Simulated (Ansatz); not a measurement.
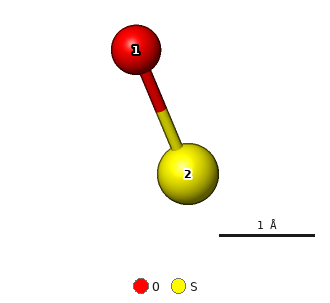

**Figure 1.** The input geometry (ball-and-stick view, seen at an oblique angle; atoms are numbered from 1 in the order of the input). Bond lengths as drawn: O–S 1.53 Å.

# Geometry relaxation of SO (charge +1)

- system: SO (sulfur oxide), charge +1, multiplicity 2
- method: PBE/def2-SVP, UKS (Ansatz 0.2.0)

The starting geometry was optimised with PBE/def2-SVP. Figures and captions count atoms from 1; the log counts them from 0 in places.

## The program's output
```
The last accepted step is kept in runs//last_step.txt (removed where the run ends without a failure and the disk answers)
Functional definition: PBE
  name "PBE"
  parameter kappa = 0.804
  parameter beta = 0.06672455060314922
  exchange = pbe_x(kappa = kappa, mu = beta*pi^2/3)
  correlation = pbe_c(beta = beta)
348 factors; their error is unknown
mean field evaluation 1: about -12832.8854 eV, gradient 7.7e1 eV
mean field evaluation 2: about -12651.4334 eV, gradient 1.6e2 eV
mean field evaluation 4: about -12856.1828 eV, gradient 2.3e1 eV
mean field evaluation 8: about -12858.6144 eV, gradient 6.8e-2 eV
mean field evaluation 16: about -12858.5907 eV, gradient 4.5e-5 eV
mean field -12858.59065111 eV, -472.5444905624 hartree, gradient 4.5e-5 eV, S^2 0.751481; 1 other end points of the search recorded, 0 dependent functions left out
the calculation of the forces begins
reference -12858.59066532 eV, -472.5444910847 hartree; 12, 11 occupied and 20, 21 virtual orbitals, 348 factors
relax step   1: F+E_penalty+E_count = -12858.59065111 eV  Δ(F+E_penalty+E_count) = +0.000e0 eV  max|allowed force component| = 3.583e0 eV/Å  Δτ_max = 0.0000 Å  (47 SCF iters, accepted)
these checks for a lower state are left out or cut short: starts, cluster_reference, orbital_swaps, neighbouring_geometries, increment
348 factors; their error is unknown
mean field -12858.68556957 eV, -472.5479787516 hartree, gradient 1.8e-5 eV, S^2 0.751490; 0 other end points of the search recorded, 0 dependent functions left out
the calculation of the forces begins
reference -12858.68558368 eV, -472.5479792702 hartree; 12, 11 occupied and 20, 21 virtual orbitals, 348 factors
relax step   2: F+E_penalty+E_count = -12858.68556957 eV  Δ(F+E_penalty+E_count) = -9.492e-2 eV  max|allowed force component| = 2.056e0 eV/Å  Δτ_max = 0.0167 Å  (28 SCF iters, accepted)
these checks for a lower state are left out or cut short: starts, cluster_reference, orbital_swaps, neighbouring_geometries, increment
348 factors; their error is unknown
mean field evaluation 32: about -12858.7435 eV, gradient 3.2e-2 eV
mean field -12858.72226499 eV, -472.5493272834 hartree, gradient 2.7e-5 eV, S^2 0.751501; 0 other end points of the search recorded, 0 dependent functions left out
the calculation of the forces begins
reference -12858.72227899 eV, -472.5493277980 hartree; 12, 11 occupied and 20, 21 virtual orbitals, 348 factors
relax step   3: F+E_penalty+E_count = -12858.72226499 eV  Δ(F+E_penalty+E_count) = -3.670e-2 eV  max|allowed force component| = 4.442e-1 eV/Å  Δτ_max = 0.0213 Å  (28 SCF iters, accepted)
these checks for a lower state are left out or cut short: starts, cluster_reference, orbital_swaps, neighbouring_geometries, increment
348 factors; their error is unknown
mean field -12858.72375412 eV, -472.5493820081 hartree, gradient 1.4e-5 eV, S^2 0.751499; 0 other end points of the search recorded, 0 dependent functions left out
the calculation of the forces begins
reference -12858.72376814 eV, -472.5493825232 hartree; 12, 11 occupied and 20, 21 virtual orbitals, 348 factors
relax step   4: F+E_penalty+E_count = -12858.72375412 eV  Δ(F+E_penalty+E_count) = -1.489e-3 eV  max|allowed force component| = 2.284e-2 eV/Å  Δτ_max = 0.0036 Å  (28 SCF iters, accepted)
these checks for a lower state are left out or cut short: starts, cluster_reference, orbital_swaps, neighbouring_geometries, increment
348 factors; their error is unknown
mean field -12858.72375819 eV, -472.5493821575 hartree, gradient 2.7e-5 eV, S^2 0.751499; 0 other end points of the search recorded, 0 dependent functions left out
the calculation of the forces begins
reference -12858.72377221 eV, -472.5493826726 hartree; 12, 11 occupied and 20, 21 virtual orbitals, 348 factors
relax step   5: F+E_penalty+E_count = -12858.72375819 eV  Δ(F+E_penalty+E_count) = -4.066e-6 eV  max|allowed force component| = 2.593e-4 eV/Å  Δτ_max = 0.0002 Å  (20 SCF iters, accepted)
348 factors; their error is unknown
mean field evaluation 64: about -12858.7238 eV, gradient 1.3e-4 eV
```

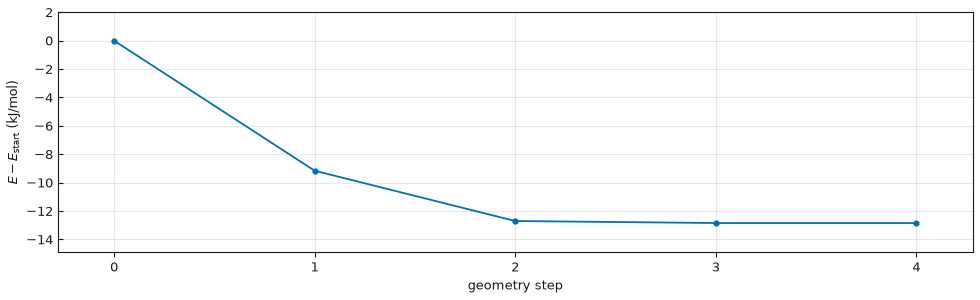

**Figure 2.** Progress of the relaxation, step by step (the first geometry is step 0 here and step 1 in the log).

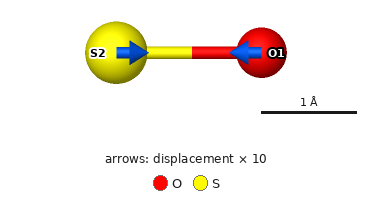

**Figure 3.** The starting structure with the displacements as blue arrows, magnified 10 times (ball-and-stick view, seen on its broad side). The two geometries are laid on each other by the best rigid fit. The largest moves after the best rigid fit, 0.035 Å, are those of O1 and S2. By element the largest moves are S 0.035 Å, O 0.035 Å. Among the contacts that change: O1–S2 1.529 → 1.460 Å. After 4 geometry steps the energy has fallen by 12.8 kJ/mol. Largest force component: 3.6 eV/Å at the start, 0.00026 eV/Å at the end. (Atoms are counted from 1 in the order of the input.)

```
mean field -12858.72375819 eV, -472.5493821575 hartree, gradient 2.7e-5 eV, S^2 0.751499; 2 other end points of the search recorded, 0 dependent functions left out
the calculation of the forces begins
reference -12858.72377221 eV, -472.5493826726 hartree; 12, 11 occupied and 20, 21 virtual orbitals, 348 factors
Total energy: -12858.72377221 eV, -472.5493826726 hartree
Atom 0 at     0.000000    -0.000000     0.010606 Å, force    -0.000000     0.000000     0.000259 eV/Å
Atom 1 at    -0.000000     0.000000     1.470481 Å, force     0.000000    -0.000000    -0.000259 eV/Å
Dipole moment:    -0.000000     0.000000     0.459536 e Å
```

## Trajectory as extended XYZ (Å, eV, eV/Å), 5 frames, from step=1 to step=5
```
2
Properties=species:S:1:pos:R:3:forces:R:3 step=1 energy=-12858.59065
O     0.0000    0.0000   -0.0240    0.0000   0.0000   3.5833
S     0.0000    0.0000    1.5050    0.0000   0.0000  -3.5833
2
Properties=species:S:1:pos:R:3:forces:R:3 step=2 energy=-12858.68557
O     0.0000    0.0000   -0.0073    0.0000   0.0000   2.0558
S     0.0000    0.0000    1.4884    0.0000   0.0000  -2.0558
2
Properties=species:S:1:pos:R:3:forces:R:3 step=3 energy=-12858.72227
O     0.0000    0.0000    0.0140    0.0000   0.0000  -0.4442
S     0.0000    0.0000    1.4671    0.0000   0.0000   0.4442
2
Properties=species:S:1:pos:R:3:forces:R:3 step=4 energy=-12858.72375
O     0.0000    0.0000    0.0104    0.0000   0.0000   0.0228
S     0.0000    0.0000    1.4707    0.0000   0.0000  -0.0228
2
Properties=species:S:1:pos:R:3:forces:R:3 step=5 energy=-12858.72376
O     0.0000    0.0000    0.0106    0.0000   0.0000   0.0003
S     0.0000    0.0000    1.4705    0.0000   0.0000  -0.0003
```

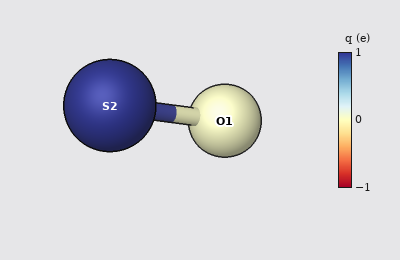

**Figure 4.** Mulliken charges, as the colour of each atom (ball-and-stick view, seen at a tilt; atoms are numbered from 1 in the order of the input). By element: O +0.02 and S +0.98 e.

This output came from the following input.

## Input
```yaml
crystal:
  periodic: [false, false, false]
  atoms:
    - {symbol: O, position_ang: [-0.000000, 0.000000, -0.023951]}
    - {symbol: S, position_ang: [0.000000, -0.000000, 1.505038]}
basis:
  gaussian: {orbitals: def2-SVP}
hamiltonian: {xc: {name: PBE}}
magnetization: {spin_polarized: true, initial_magnetization: 1}
total_charge: 1
relax: {}
```

Run as:
```bash
ansatz run job.yaml --threads 1 --pin off --max-ram 3480MiB --events-out events.jsonl --progress --plain --runs-dir runs
```

## Results in brief

- outcome: converged
- total energy: −472.549383 hartree
- basis functions: 32
- largest force: 0.000 eV/Å
- ⟨S²⟩: 0.751
- SCF solution under orbital rotations: stable
- hardware: 1 thread of Arm Neoverse V1, 24 GiB of memory available, shared host
- wall time: 3.6 s
- peak memory: 0.089 GiB
